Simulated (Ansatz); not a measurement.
# Ga4P3N: the cell at several levels of theory, part 2 of 2

The system is an ordered 8-atom cell of Ga4P3N on the zincblende lattice (P-43m), a generated structure that needn't be the ground state.

Ansatz 0.2.0, plane waves. The steps go on from the part before.

## (3) Relaxation with r2SCAN

Start: the result of step 2.

input.yaml reads:

```yaml
crystal:
  lattice:
    - [5.2691457365, 0.0, 0.0]
    - [0.0, 5.2691457365, 0.0]
    - [0.0, 0.0, 5.2691457365]
  atoms:
    - { symbol: "N", position: [0.0, 0.0, 0.0] }
    - { symbol: Ga, position: [0.772006502, 0.772006502, 0.772006502] }
    - { symbol: P, position: [0.5, 0.5, 0.0] }
    - { symbol: Ga, position: [0.227993498, 0.227993498, 0.772006502] }
    - { symbol: P, position: [0.5, 0.0, 0.5] }
    - { symbol: Ga, position: [0.227993498, 0.772006502, 0.227993498] }
    - { symbol: P, position: [0.0, 0.5, 0.5] }
    - { symbol: Ga, position: [0.772006502, 0.227993498, 0.227993498] }
kpoints:
  mp_grid: { grid: [4, 4, 4] }
hamiltonian:
  xc: r2scan
scf:
  occupations: { method: fermi_dirac, width: 0.02 }
relax:
  f_tol: 0.005
  cell: {}
output:
  write_density: true
  write_potential: true
  elf: true
  volumetric_format: npy
```

Started as:

```
$ ansatz run input.yaml --threads 2 --pin off --max-ram 20275MiB --backend cpu --events-out ev --progress --plain --runs-dir out
```

Standard output:

```text
Engine: ansatz 0.2.0, x86_64-unknown-linux-gnu
Pseudopotentials: kind: paw
Pseudopotential: N, paw, valence charge 5, recommended cutoff 500 eV (meta_gga), N.paw.azcp
Pseudopotential: Ga, paw, valence charge 13, recommended cutoff 500 eV (meta_gga), Ga.paw.azcp
Pseudopotential: P, paw, valence charge 5, recommended cutoff 500 eV (meta_gga), P.paw.azcp
Functional definition: r2SCAN
  parameter k0 = 0.174
  parameter k1 = 0.065
  parameter a1 = 4.9479
  exchange = r2scan_x(k0 = k0, k1 = k1, a1 = a1)
  correlation = r2scan_c
Crystal: 8 atoms, lattice volume = 146.292 Å³
Basis set: ecut = 500 eV, 3743 PW (Γ), exchange–correlation on 160×160×160 points (64 copies of the dense FFT grid, shifted against one another)
Bands: 44, of which v1, the nominal top of the filled ones, is band 36 counted from 1 (35 counted from 0)
Symmetry: 24 space group operations
Space group: P-43m (ITA 215), of the structure as read, at distance tolerance 5.3e-5 Å
k-points: 10 of 64 (time reversal used)
Non-local potential: N, projectors of the file, l = 0: 2, l = 1: 2, l = 2: 1
Non-local potential: Ga, projectors of the file, l = 0: 2, l = 1: 2, l = 2: 3, l = 3: 1
Non-local potential: P, projectors of the file, l = 0: 2, l = 1: 2, l = 2: 2
PAW form: soft (Blöchl's): semilocal exchange-correlation on the pseudo side does not see the compensation charge
PAW frozen core: N, regenerated for the run's functional (the file was generated under x = pbe(κ = 0.804, μ = 0.2195149727645171), c = pbe(β = 0.06672455060314922))
PAW frozen core: Ga, regenerated for the run's functional (the file was generated under x = pbe(κ = 0.804, μ = 0.2195149727645171), c = pbe(β = 0.06672455060314922))
PAW frozen core: P, regenerated for the run's functional (the file was generated under x = pbe(κ = 0.804, μ = 0.2195149727645171), c = pbe(β = 0.06672455060314922))
PAW one-centre angular grid: N, 302 points (default); XC on 160 Gauss nodes
PAW one-centre angular grid: Ga, 590 points (default); XC on 160 Gauss nodes
PAW one-centre angular grid: P, 302 points (default); XC on 160 Gauss nodes
Initial density: superposition of atomic densities (neutral atoms: chi_scale 0, normalization atom), corrected by the library's trained network
Initial wavefunctions: pseudopotential atomic-orbital guess
Functional: x = r2scan, c = r2scan; τ floored in thin density (d = 2e-4 eV/Å³)
SCF iter   1: F=—  HF=-17826.369293 eV  |F-HF|=—  |Δ(HF+E_count)|=         —  Δρ=9.06e-3  dr2=5.33e-2  dr2_τ=6.28e-2  ethr=1.77e-3  ⟨swp⟩=7.7  Hψ=1816  notcnv=0
preconditioner: auto → Kerker (q_TF=auto, 2.424 Å⁻¹)  [metal: Δε(μ)=0.034 eV  Ē_g=14.987 eV  σ=0.020 eV  W_gap=0.35  n_scr=32 (ndim 8)  ℏωp=26.1 eV  f_vac=0.007  D(μ)=1.03/eV (n_scr^D=0)]
SCF iter   2: F=—  HF=-17826.423888 eV  |F-HF|=—  |Δ(HF+E_count)|=   5.46e-2  Δρ=3.42e-3  dr2=9.21e-3  dr2_τ=7.70e-4  ethr=7.41e-5  ⟨swp⟩=3.0  Hψ=987  notcnv=0  defer=26
preconditioner: auto → Resta (q_TF=auto, 2.424 Å⁻¹)  ε∞=4.1  [insulator: Δε(μ)=0.091 eV  Ē_g=14.844 eV  σ=0.020 eV  W_gap=0.79  n_scr=32 (ndim 8)  ℏωp=26.1 eV  f_vac=0.007  D(μ)=0.44/eV (n_scr^D=0)  ε∞_Penn≈4.1]
SCF iter   3: F=—  HF=-17826.423739 eV  |F-HF|=—  |Δ(HF+E_count)|=   1.48e-4  Δρ=2.44e-3  dr2=3.78e-3  dr2_τ=8.73e-5  ethr=1.28e-5  ⟨swp⟩=2.1  Hψ=762  notcnv=0  defer=26
SCF iter   4: F=—  HF=-17826.424224 eV  |F-HF|=—  |Δ(HF+E_count)|=   4.84e-4  Δρ=9.29e-4  dr2=1.22e-3  dr2_τ=1.04e-4  ethr=5.25e-6  ⟨swp⟩=2.0  Hψ=555  notcnv=0  defer=26
SCF iter   5: F=—  HF=-17826.424070 eV  |F-HF|=—  |Δ(HF+E_count)|=   1.54e-4  Δρ=1.53e-4  dr2=2.58e-5  dr2_τ=4.65e-6  ethr=1.70e-6  ⟨swp⟩=2.0  Hψ=770  notcnv=0  defer=26
SCF iter   6: F=—  HF=-17826.424089 eV  |F-HF|=—  |Δ(HF+E_count)|=   1.91e-5  Δρ=6.50e-5  dr2=6.96e-6  dr2_τ=4.31e-7  ethr=3.58e-8  ⟨swp⟩=3.1  Hψ=884  notcnv=0  defer=26
SCF iter   7: F=—  HF=-17826.424092 eV  |F-HF|=—  |Δ(HF+E_count)|=   3.11e-6  Δρ=1.44e-5  dr2=3.24e-7  dr2_τ=2.60e-9  ethr=9.67e-9  ⟨swp⟩=2.0  Hψ=762  notcnv=0  defer=26
SCF iter   8: F=-17826.424092 eV  HF=-17826.424092 eV  |F-HF|=3.06e-9  |Δ(HF+E_count)|=   1.19e-7  Δρ=2.44e-6  dr2=5.95e-9  dr2_τ=1.40e-10  ethr=1.39e-10  ⟨swp⟩=9.8  Hψ=2875  notcnv=0
SCF 1 converged in 8 iterations: F = -17826.424092 eV  dr2 = 5.95e-9
relax step   1: F+E_penalty+E_count = -17826.42409185 eV  Δ(F+E_penalty+E_count) = +0.000e0 eV  max|allowed force component| = 1.786e-3 eV/Å  Δτ_max = 0.0000 Å  P = -3.013 GPa  Ω = 146.292 Å³  (8 SCF iters, dr2 threshold 1.00e-7 eV, accepted)
Crystal: 8 atoms, lattice volume = 142.895 Å³
Basis set: ecut = 500 eV, 3695 PW (Γ), exchange–correlation on 160×160×160 points (64 copies of the dense FFT grid, shifted against one another)
Initial density: handed on by an earlier stage of this run
Initial wavefunctions: those handed on with the density
iter 1 solved again at ethr=4.31e-6 eV; its pass at ethr=3.10e-3 eV (dr2=3.11e-3 eV) is discarded
SCF iter   1: F=—  HF=-17826.448166 eV  |F-HF|=—  |Δ(HF+E_count)|=         —  Δρ=1.19e-3  dr2=3.08e-3  dr2_τ=5.07e-3  ethr=4.31e-6  ⟨swp⟩=2.9  Hψ=2521  notcnv=0
preconditioner: auto → Resta (q_TF=auto, 2.434 Å⁻¹)  ε∞=4.1  [insulator: Δε(μ)=0.114 eV  Ē_g=14.956 eV  σ=0.020 eV  W_gap=0.88  n_scr=32 (ndim 8)  ℏωp=26.4 eV  f_vac=0.004  D(μ)=0.27/eV (n_scr^D=0)  ε∞_Penn≈4.1]
SCF iter   2: F=—  HF=-17826.466143 eV  |F-HF|=—  |Δ(HF+E_count)|=   1.80e-2  Δρ=9.78e-4  dr2=2.20e-3  dr2_τ=1.61e-5  ethr=4.28e-6  ⟨swp⟩=3.0  Hψ=921  notcnv=0
SCF iter   3: F=—  HF=-17826.465956 eV  |F-HF|=—  |Δ(HF+E_count)|=   1.87e-4  Δρ=6.75e-4  dr2=7.47e-4  dr2_τ=1.04e-4  ethr=3.06e-6  ⟨swp⟩=2.0  Hψ=867  notcnv=0
SCF iter   4: F=—  HF=-17826.465827 eV  |F-HF|=—  |Δ(HF+E_count)|=   1.29e-4  Δρ=2.42e-4  dr2=9.63e-5  dr2_τ=5.39e-6  ethr=1.04e-6  ⟨swp⟩=2.3  Hψ=728  notcnv=0
SCF iter   5: F=—  HF=-17826.465816 eV  |F-HF|=—  |Δ(HF+E_count)|=   1.12e-5  Δρ=1.55e-4  dr2=3.95e-5  dr2_τ=1.86e-6  ethr=1.34e-7  ⟨swp⟩=2.0  Hψ=514  notcnv=0
SCF iter   6: F=—  HF=-17826.465811 eV  |F-HF|=—  |Δ(HF+E_count)|=   5.36e-6  Δρ=2.74e-5  dr2=1.34e-6  dr2_τ=1.51e-8  ethr=5.48e-8  ⟨swp⟩=2.0  Hψ=552  notcnv=0
SCF iter   7: F=-17826.465810 eV  HF=-17826.465811 eV  |F-HF|=3.73e-7  |Δ(HF+E_count)|=   4.17e-8  Δρ=2.08e-5  dr2=5.37e-7  dr2_τ=3.05e-8  ethr=1.11e-9  ⟨swp⟩=10.1  Hψ=3463  notcnv=0
SCF 2 converged in 7 iterations: F = -17826.465810 eV  dr2 = 5.37e-7
relax step   2: F+E_penalty+E_count = -17826.46581048 eV  Δ(F+E_penalty+E_count) = -4.172e-2 eV  max|allowed force component| = 1.539e-2 eV/Å  Δτ_max = 0.0001 Å  P = -0.771 GPa  Ω = 142.895 Å³  energy of the carried Pulay correction = +1.086e-3 eV  (7 SCF iters, dr2 threshold 8.00e-7 eV, accepted)
Crystal: 8 atoms, lattice volume = 141.745 Å³
iter 1 solved again at ethr=5.71e-7 eV; its pass at ethr=3.10e-3 eV (dr2=4.11e-4 eV) is discarded
SCF iter   1: F=—  HF=-17826.466504 eV  |F-HF|=—  |Δ(HF+E_count)|=         —  Δρ=5.02e-4  dr2=4.11e-4  dr2_τ=7.34e-4  ethr=5.71e-7  ⟨swp⟩=2.4  Hψ=2107  notcnv=0
preconditioner: auto → Resta (q_TF=auto, 2.437 Å⁻¹)  ε∞=4.1  [insulator: Δε(μ)=0.118 eV  Ē_g=14.988 eV  σ=0.020 eV  W_gap=0.89  n_scr=32 (ndim 8)  ℏωp=26.5 eV  f_vac=0.004  D(μ)=0.25/eV (n_scr^D=0)  ε∞_Penn≈4.1]
SCF iter   2: F=—  HF=-17826.468995 eV  |F-HF|=—  |Δ(HF+E_count)|=   2.49e-3  Δρ=4.12e-4  dr2=3.27e-4  dr2_τ=3.80e-6  ethr=5.70e-7  ⟨swp⟩=2.0  Hψ=872  notcnv=0
SCF iter   3: F=—  HF=-17826.468955 eV  |F-HF|=—  |Δ(HF+E_count)|=   4.03e-5  Δρ=2.17e-4  dr2=8.61e-5  dr2_τ=1.14e-5  ethr=4.54e-7  ⟨swp⟩=2.0  Hψ=796  notcnv=0
SCF iter   4: F=—  HF=-17826.468948 eV  |F-HF|=—  |Δ(HF+E_count)|=   6.75e-6  Δρ=9.11e-5  dr2=1.38e-5  dr2_τ=5.13e-7  ethr=1.20e-7  ⟨swp⟩=2.0  Hψ=533  notcnv=0
SCF iter   5: F=—  HF=-17826.468946 eV  |F-HF|=—  |Δ(HF+E_count)|=   1.37e-6  Δρ=6.21e-5  dr2=5.97e-6  dr2_τ=3.51e-7  ethr=1.92e-8  ⟨swp⟩=2.0  Hψ=529  notcnv=0
SCF iter   6: F=-17826.468945 eV  HF=-17826.468946 eV  |F-HF|=5.46e-7  |Δ(HF+E_count)|=   6.38e-7  Δρ=1.84e-5  dr2=6.96e-7  dr2_τ=1.75e-8  ethr=1.11e-9  ⟨swp⟩=9.6  Hψ=3315  notcnv=0
SCF 3 converged in 6 iterations: F = -17826.468945 eV  dr2 = 6.96e-7
relax step   3: F+E_penalty+E_count = -17826.46894525 eV  Δ(F+E_penalty+E_count) = -3.135e-3 eV  max|allowed force component| = 9.651e-4 eV/Å  Δτ_max = 0.0022 Å  P = +0.044 GPa  Ω = 141.745 Å³  energy of the carried Pulay correction = +1.460e-3 eV  (6 SCF iters, dr2 threshold 8.00e-7 eV, accepted)
Initial wavefunctions: pseudopotential atomic-orbital guess (no wavefunctions were taken with the density)
iter 1 solved again at ethr=5.38e-8 eV; its pass at ethr=3.10e-3 eV (dr2=3.87e-5 eV) is discarded
SCF iter   1: F=—  HF=-17826.467499 eV  |F-HF|=—  |Δ(HF+E_count)|=         —  Δρ=5.37e-5  dr2=1.56e-6  dr2_τ=6.81e-7  ethr=5.38e-8  ⟨swp⟩=4.5  Hψ=3244  notcnv=0
preconditioner: auto → Resta (q_TF=auto, 2.437 Å⁻¹)  ε∞=4.1  [insulator: Δε(μ)=0.122 eV  Ē_g=14.988 eV  σ=0.020 eV  W_gap=0.90  n_scr=32 (ndim 8)  ℏωp=26.5 eV  f_vac=0.005  D(μ)=0.23/eV (n_scr^D=0)  ε∞_Penn≈4.1]
SCF iter   2: F=—  HF=-17826.467498 eV  |F-HF|=—  |Δ(HF+E_count)|=   7.30e-7  Δρ=4.20e-5  dr2=1.00e-6  dr2_τ=3.71e-8  ethr=2.17e-9  ⟨swp⟩=2.0  Hψ=800  notcnv=0
SCF iter   3: F=—  HF=-17826.467498 eV  |F-HF|=—  |Δ(HF+E_count)|=   2.16e-7  Δρ=1.16e-5  dr2=1.11e-7  dr2_τ=2.02e-8  ethr=1.39e-9  ⟨swp⟩=2.0  Hψ=760  notcnv=0
SCF iter   4: F=—  HF=-17826.467498 eV  |F-HF|=—  |Δ(HF+E_count)|=   5.46e-8  Δρ=2.06e-6  dr2=5.59e-9  dr2_τ=1.17e-9  ethr=1.54e-10  ⟨swp⟩=2.0  Hψ=805  notcnv=0
SCF iter   5: F=—  HF=-17826.467498 eV  |F-HF|=—  |Δ(HF+E_count)|=   2.43e-9  Δρ=8.48e-7  dr2=8.66e-10  dr2_τ=8.01e-11  ethr=7.77e-12  ⟨swp⟩=2.6  Hψ=817  notcnv=0
SCF iter   6: F=-17826.467498 eV  HF=-17826.467498 eV  |F-HF|=1.24e-10  |Δ(HF+E_count)|=   1.16e-9  Δρ=2.83e-7  dr2=5.12e-11  dr2_τ=1.11e-11  ethr=1.00e-12  ⟨swp⟩=7.0  Hψ=2572  notcnv=0
SCF 4 converged in 6 iterations: F = -17826.467498 eV  dr2 = 5.12e-11
relax step   4: F+E_penalty+E_count = -17826.46749831 eV  Δ(F+E_penalty+E_count) = +1.447e-3 eV  max|allowed force component| = 9.695e-4 eV/Å  Δτ_max = 0.0000 Å  P = +0.037 GPa  Ω = 141.745 Å³  stress off target by 3.67e-2 GPa  SCF on the basis re-selected at this cell (its energy is not comparable with the rows above)  (6 SCF iters)
basis re-selected at this cell: Δ(F+E_penalty+E_count) = +1.447e-3 eV, ΔP = -0.007 GPa vs the last step (what re-selecting the basis moved, of the pressure what is left beyond the Pulay correction that the steps carried, after the strain that the cell walked since its last selection, with what the two solves' SCF thresholds leave and, on support functions, any second-order correction that the steps lacked; it is no measure of the basis error at this ecutwfc). This SCF's stress stands 3.67e-2 GPa from its target on what of the cell is left free (relax.cell.stress_tol is 5.00e-2 GPa) and its largest allowed force component is 9.69e-4 eV/Å (relax.f_tol is 5.00e-3 eV/Å): within both
SCF converged after 6 iterations
Free energy (F): -17826.467498 eV
Harris-Foulkes:  -17826.467498 eV  (|F-HF|=1.24e-10)
Internal energy: -17826.467100 eV  (E = F + TS)
E sigma→0 (E₀):  -17826.467299 eV
Entropy (-TS):   -0.000398 eV (-0.050 meV/atom)
Fermi energy:    7.795134 eV
--- Per-component energies (eV) ---
  E_band       = -228.163649
  E_kinetic    = 801.909231
  E_local      = -8741.521300  (includes V_loc(G=0)·N_el)
  E_nonlocal   = 1858.115046
  E_hartree    = 4048.049032
  E_xc         = -484.308056
  E_vxc        = -517.517730  (∫ρ·V_xc dr)
  E_paw        = -9876.492742  (= ΣΔE_a)
  E_vpaw       = -1751.095453  (= ΣTr[D̂ρ^β])
  E_aug_tail   = -0.000159  (compensation charges beyond the density's cutoff)
  E_vtau       = 25.848715  (kinetic-family band-sum trace: ∫τ·v_τ [+ j·A + Jᵃ·Aᵃ] dr)
  E_ewald      = -5429.303781
  E_core_change = -2.914371  (= ΣΔE_core)
  E_smearing   = -0.000398  (= −TS)
  E_closure    = 0.000000  (closes the sum)
  Σ components = -17826.467498   (vs F -17826.467498, Δ=0.00e0)
--- Forces (eV/Å), atoms counted from 1 ---
  atom   1  N      0.00000000     0.00000000     0.00000000
  atom   2  Ga     0.00096945     0.00096945     0.00096945
  atom   3  P      0.00000000    -0.00000000     0.00000000
  atom   4  Ga    -0.00096945    -0.00096945     0.00096945
  atom   5  P      0.00000000    -0.00000000     0.00000000
  atom   6  Ga    -0.00096945     0.00096945    -0.00096945
  atom   7  P      0.00000000     0.00000000     0.00000000
  atom   8  Ga     0.00096945    -0.00096945    -0.00096945
  max |Σ_I F_I| component: 3.71e-17 eV/Å
--- Stress (GPa, compression-positive) ---
        0.036745      -0.000000       0.000000
       -0.000000       0.036745       0.000000
        0.000000       0.000000       0.036745
  P = ⅓ Tr σ = 0.0367 GPa (0.367 kbar)
--- Band table (eV; the first three rows and the last of 10) ---
  k-point 0: bands = ["-8.6867", "-7.5248", "-7.5248", "-7.3716", "-7.3716", "-7.3716", "-7.2943", "-7.2943", "-7.2943", "-7.2904", "-7.2904", "-7.2904", "-7.2282", "-7.2282", "-7.2229", "-7.2229", "-7.2229", "-7.1906", "-7.1906", "-7.1906", "-6.7117", "-4.4020", "-2.1038", "-2.1038", "0.6506", "0.6506", "0.6506", "4.3080", "4.3080", "4.3080", "4.9022", "4.9022", "4.9022", "7.7227", "7.7227", "7.7227", "8.3065", "9.4857", "9.4857", "10.2773", "10.2773", "10.2773", "11.5197", "12.7803"]
  k-point 1: bands = ["-8.6772", "-7.5095", "-7.5077", "-7.4039", "-7.3618", "-7.3618", "-7.3142", "-7.2971", "-7.2971", "-7.2943", "-7.2869", "-7.2869", "-7.2412", "-7.2266", "-7.2266", "-7.2237", "-7.2231", "-7.1970", "-7.1970", "-7.1960", "-6.5681", "-4.4082", "-2.7578", "-2.0207", "0.7800", "0.7800", "1.7599", "3.9534", "3.9997", "3.9997", "4.3236", "4.9632", "4.9632", "6.2511", "7.1245", "7.1245", "9.3831", "10.0072", "10.7378", "10.8687", "11.3579", "11.3579", "11.8416", "12.7909"]
  k-point 2: bands = ["-8.6679", "-7.4852", "-7.4817", "-7.4446", "-7.3479", "-7.3479", "-7.3437", "-7.3074", "-7.3074", "-7.2968", "-7.2797", "-7.2797", "-7.2430", "-7.2316", "-7.2291", "-7.2291", "-7.2168", "-7.2049", "-7.2049", "-7.2037", "-6.4027", "-4.4495", "-3.2202", "-1.9328", "0.9358", "0.9358", "3.3409", "3.4645", "3.5945", "3.5945", "3.8654", "4.7967", "5.2968", "5.2968", "6.4697", "6.4697", "10.4242", "10.6178", "10.9440", "11.6349", "12.5703", "12.5703", "13.2293", "13.4703"]
  k-point 9: bands = ["-8.6639", "-7.4800", "-7.4800", "-7.4800", "-7.3519", "-7.3519", "-7.3519", "-7.3271", "-7.3271", "-7.3106", "-7.3106", "-7.3106", "-7.2232", "-7.2232", "-7.2070", "-7.2070", "-7.2070", "-7.2009", "-7.2009", "-7.2009", "-6.1765", "-3.1557", "-3.1557", "-3.1557", "0.3673", "0.3673", "0.3673", "1.0751", "5.3385", "5.3385", "5.3385", "6.7615", "6.7615", "6.7615", "7.3933", "7.3933", "7.8445", "10.8433", "10.8433", "10.8433", "13.1185", "13.1185", "13.2370", "13.2370"]
--- Relaxed structure (3 steps of the walk, 3 accepted, 1 SCFs on fresh bases) ---
  F+E_penalty+E_count = -17826.46749831 eV   max|allowed force component| = 9.695e-4 eV/Å   (the final SCF, on the basis selected at the relaxed cell)
  cell:  # Å, volume = 141.7445 Å³
    - [5.2139728300285, 1.6691392851356043e-33, 1.2839532962581572e-34]
    - [-1.861732279574328e-33, 5.2139728300285, -1.0271626370065259e-33]
    - [4.172848212839012e-33, 1.0271626370065257e-33, 5.2139728300285]
  atoms:
    - { symbol: N, position: [9.966709094034376e-21, 1.0931229328940789e-20, 6.430134899376969e-22] }
    - { symbol: Ga, position: [0.7722587180978517, 0.7722587180978517, 0.7722587180978517] }
    - { symbol: P, position: [0.5, 0.5, 6.430134899376604e-22] }
    - { symbol: Ga, position: [0.2277412819021482, 0.2277412819021482, 0.7722587180978517] }
    - { symbol: P, position: [0.5, 1.0931229328940869e-20, 0.5] }
    - { symbol: Ga, position: [0.2277412819021482, 0.7722587180978517, 0.2277412819021482] }
    - { symbol: P, position: [9.966709094034546e-21, 0.5, 0.5] }
    - { symbol: Ga, position: [0.7722587180978517, 0.2277412819021482, 0.2277412819021482] }
```

Wall time 19 s (2 threads of AMD EPYC 7R13 (Zen 3), shared host); peak memory 0.84 GiB.

The path of the relaxation:

| step | energy change (meV/atom) | largest force (eV/Å) | pressure (GPa) | volume (Å³/atom) |
| --- | --- | --- | --- | --- |
| 1 | 0.0 | 0.0018 | -3.01 | 18.287 |
| 2 | -5.2 | 0.0154 | -0.77 | 17.862 |
| 3 | -5.6 | 0.0010 | 0.04 | 17.718 |
| 4 | -5.4 | 0.0010 | 0.04 | 17.718 |

Step 4 solves the same cell on a plane-wave basis chosen anew, so the energy can jump there without a move.

The table lists every geometry solved, with passes on a fresh basis, whose energies don't compare exactly with the rows above.

```
                       before   after   change
                a (Å)   5.269   5.214  -1.05 %
     volume (Å³/atom)  18.287  17.718  -3.11 %
shortest distance (Å)   2.081   2.057  -1.16 %
          space group   P-43m   P-43m     same
```

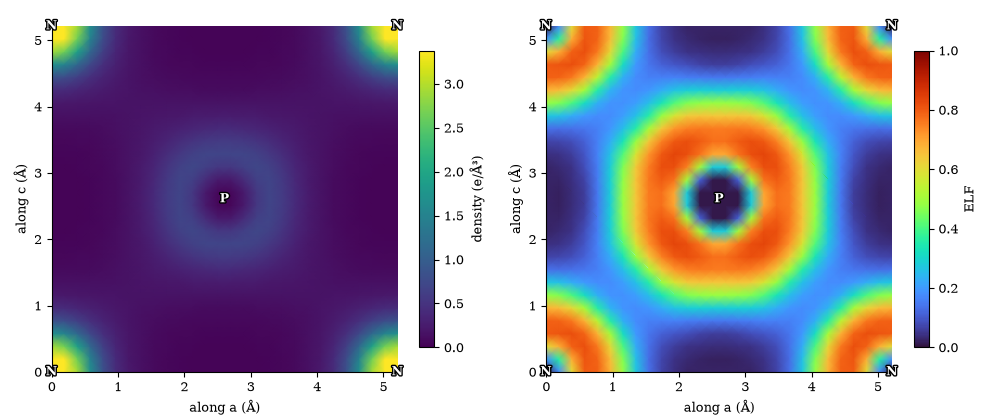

Density (left) and ELF (right) in a lattice plane of the grid's cell (edges 5.21 and 5.21 Å, at 0.000 of the third edge), which holds N and P. Only atoms in the plane are labelled. Both are smooth fields of the valence electrons: close to the nuclei they are not physical.

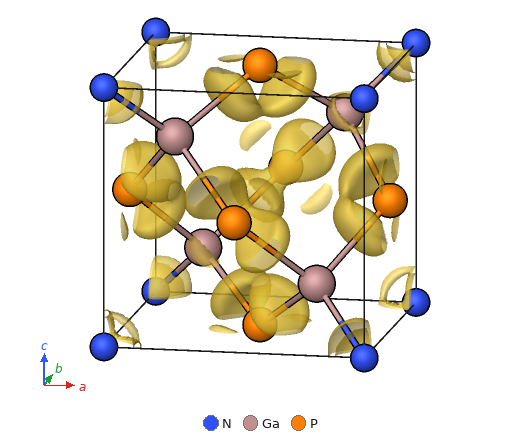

Surface of ELF = 0.80, drawn in one cell.

Maxima of ELF outside the ion cores: 0.92 on the P–Ga line, 0.9 Å from P; 0.86 on the N–Ga line, 0.7 Å from N.

## (4) Results

This closing draws on all 2 parts.

```
 level  a (Å)  volume (Å³/atom)  space group  SCF geometries
   PBE  5.269            18.287        P-43m               8
r2SCAN  5.214            17.718        P-43m               4
```

What this shows: From the start to the first minimum the volume moved by +20.1 %. The volume runs from r2SCAN (least) to PBE (most), a spread of 3.2 %, or 1.1 % in length if all axes shared it alike. The meshes differ: PBE 6×6×6, r2SCAN 4×4×4.
